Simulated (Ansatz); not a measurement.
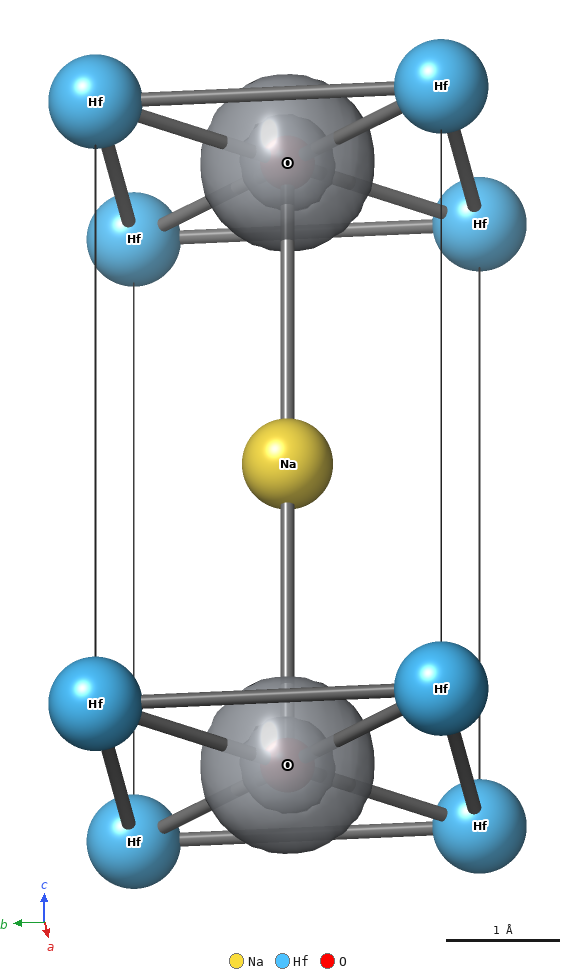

*NaHfO. Isosurface of the ELF at 0.75 (grey), seen at an oblique angle. Only the valence region is drawn (cores and ρ < 0.01 e/Å³ removed). Sticks mark near contacts.*

Space group P4/mmm; a structure generated by program, which may or may not match a known phase; computed without spin polarisation.

Computed with DFT PBE, scalar-relativistic, plane waves, PAW in Ansatz 0.2.0.

In a PAW calculation such maps are meaningful between the atoms, not at the nuclei.

Question: Where are the electrons localised?

Answer: At this value the surface marks out one region wrapped around O (its valence shell), counted in one cell of 3 atoms. Any copies at cell faces, edges or corners count once.

Values along the shortest contacts:
Hf–O (2.18 Å): the ELF peaks at about 0.80 in the valence shell of O, 0.6 Å from its nucleus, and drops to about 0.10 between the two atoms (no localised pair shows between them). Na–O (2.91 Å): the ELF is about 0.05 at the midpoint (no localised pair shows between them).
